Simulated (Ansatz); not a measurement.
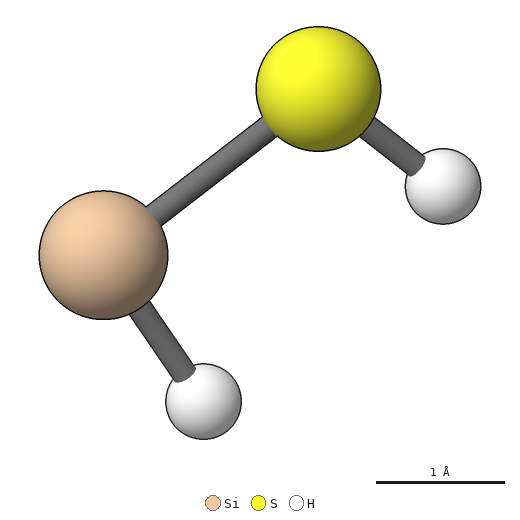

A ball-and-stick model of a molecule.

Computed geometry: PBE0-D4/def2-TZVP optimisation. No frequency run is at hand to confirm it as a minimum.

What does the picture show?

The molecule is H2SSi. This geometry has Cs symmetry. All atoms lie on one plane. Coordination: 1 Si bent; 1 S bent.

More results for the same structure follow; atom numbers are the same in all pictures, views and colours differ.

### Electronic properties

No frequency run is at hand to confirm it as a minimum. Method: RKS PBE0-D4/def2-TZVPP (Ansatz 0.2.0).

Computed properties:

- HOMO energy (Kohn–Sham orbital): −6.98 eV
- LUMO energy (Kohn–Sham orbital): −2.53 eV
- HOMO–LUMO gap: 4.45 eV

### Dipole moment

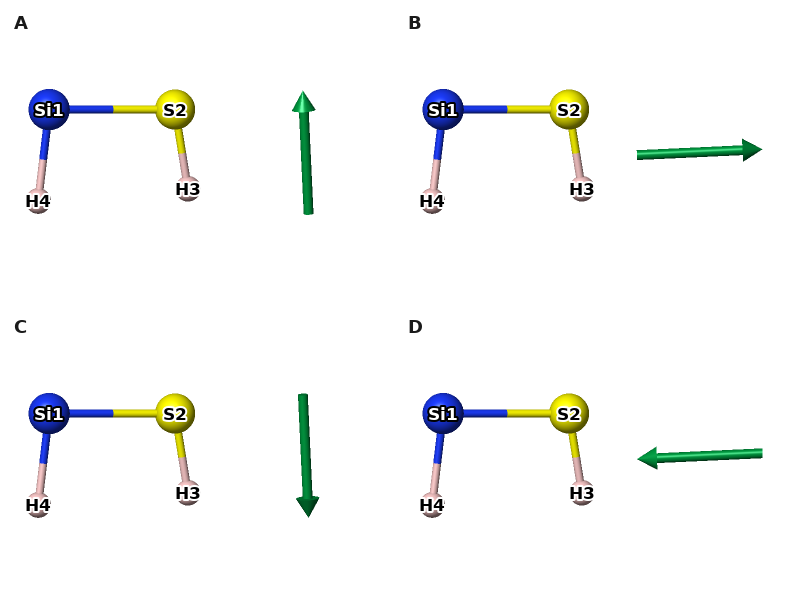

The same molecule four times, each with an arrow. No frequency run is at hand to confirm it as a minimum. Method: RKS PBE0-D4/def2-TZVP (Ansatz 0.2.0).

Question: Which arrow points along the dipole moment, from the negative to the positive end?

Answer: C. The dipole moment is 1.17 D; it points from the side of Si1 to the side of H3, H4 (the outermost atoms at the two ends).

### Charges

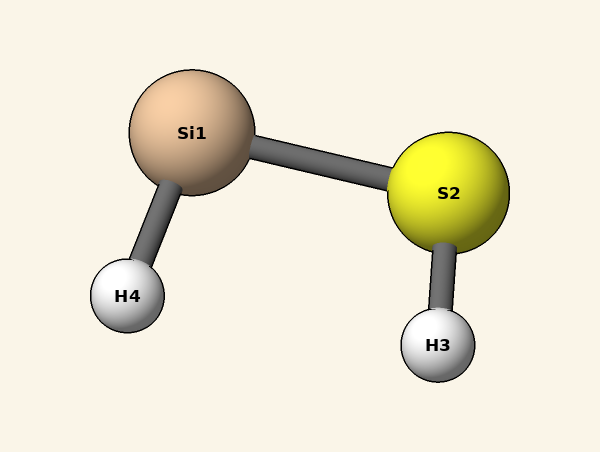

The questions are on Mulliken charges. No frequency run is at hand to confirm it as a minimum. Method: RKS PBE0-D4/def2-TZVP (Ansatz 0.2.0).

Question: Which atom carries the highest charge (most positive or least negative)?

Answer: H3 (0.18 e).

Question: And the lowest?

Answer: S2 (−0.26 e).

Give the Mulliken charges atom by atom.

```json
{"atom": "Si1", "value (e)": "0.11"}
{"atom": "S2", "value (e)": "−0.26"}
{"atom": "H3", "value (e)": "0.18"}
{"atom": "H4", "value (e)": "−0.03"}
```

Mulliken values depend strongly on the basis set and can even reverse the polarity of a bond.
